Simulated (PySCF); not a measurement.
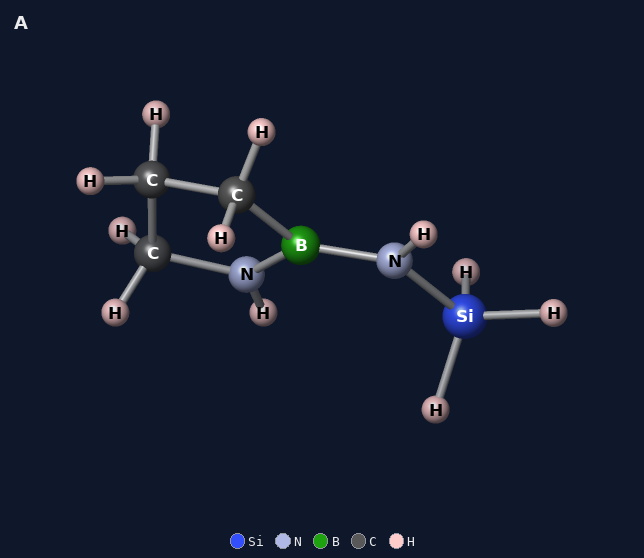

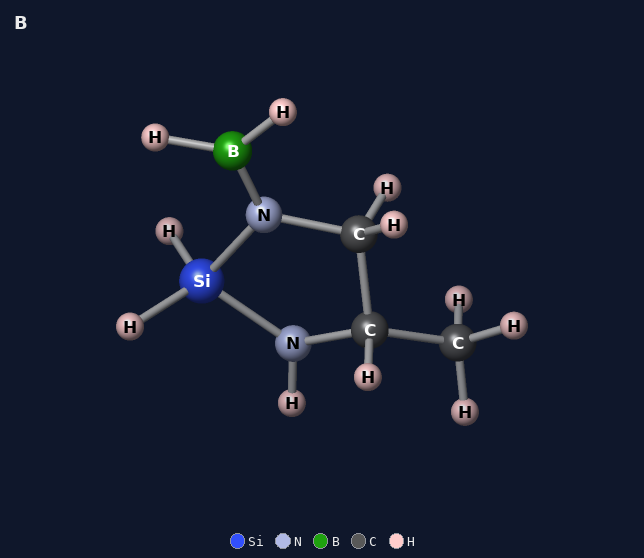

2 stationary structures of one formula. Geometries: GFN2-xTB. Electronic energies: CAM-B3LYP/def2-SVPD (PySCF 2.14.0), without zero-point energy. No frequency run is at hand to confirm each as a minimum. Each is one conformer, not always the lowest.

**Are they conformers, stereoisomers or constitutional isomers?**

They are constitutional isomers of C3H11BN2Si: A `[SiH3]NB1CCCN1`, B `BN1C[C@H](C)N[SiH2]1`.

**Which is lowest in energy, and by how much?**

A is lowest; B lies 118.0 kJ/mol above it.

The geometry is semi-empirical. Around B, Si such bond lengths and angles can be off by a tenth of an ångström or more and by several degrees, and values that hang on the shape move with them.
